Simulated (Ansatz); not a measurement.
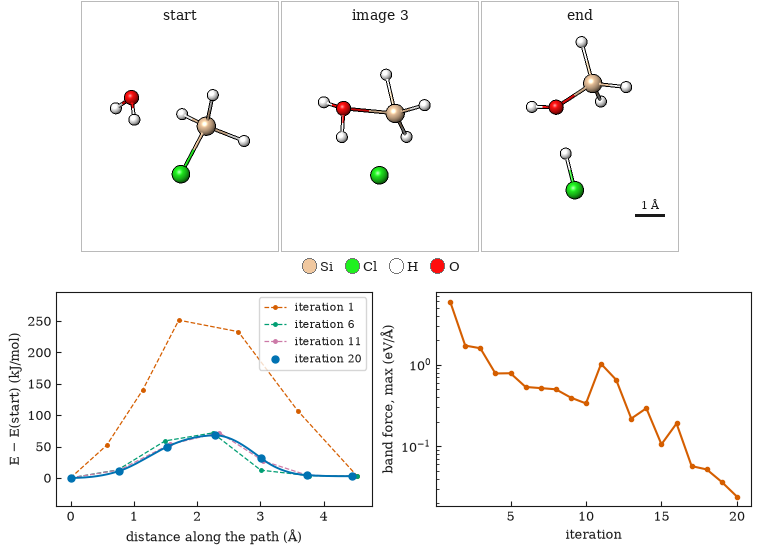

NEB run on SiH5OCl, made up at the start of SiH3Cl and H$_{2}$O. Images are numbered from 0 (start) to 6 (end). The plot follows the band through its iterations. Style: ball-and-stick. Shown at a tilt.

The calculation used Ansatz 0.2.0, RKS PBE-D4/cc-pVDZ. Set-up: 5 movable images; climbing image; force threshold 0.03 eV/Å; iteration limit 60; starting path through a guess of the saddle point.

Question: How did the profile develop, and is the result final?

Answer: The result is final at these settings. The band converged in 20 iterations. The largest component of the band force went from 5.9 to 0.024 eV/Å. The climbing image converged on the top of the path. Its vibrational analysis gives one imaginary mode (191i cm⁻¹), as a transition state must have. The first iteration put the highest image at 251.4 kJ/mol. The energy climbs by 67.8 kJ/mol to image 3 and then falls by 65.1 kJ/mol, so the end point sits at +2.7 kJ/mol.

Limits of the set-up: the start holds two separate molecules, 2.6 Å apart at their closest, whose relative position is a soft coordinate.

Cost: 3.4 min on 1 thread of Arm Neoverse V1 (shared host), peak memory 0.12 GiB.
